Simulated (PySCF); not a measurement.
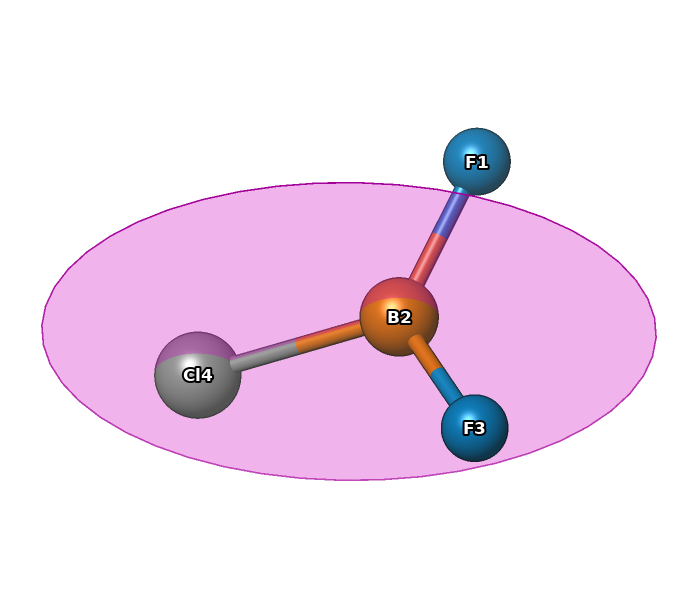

A disc through the centre of mass is drawn in. Distant atoms are faded towards the background colour. The geometry was computed by an optimisation with PBE0-D3(BJ)/def2-SVP. No frequency run is at hand to confirm it as a minimum.

Is the plane of the disc a mirror plane of the structure?

Yes. The reflection leaves B2, Cl4 in place and moves F1 ↔ F3. The point group is C2v.
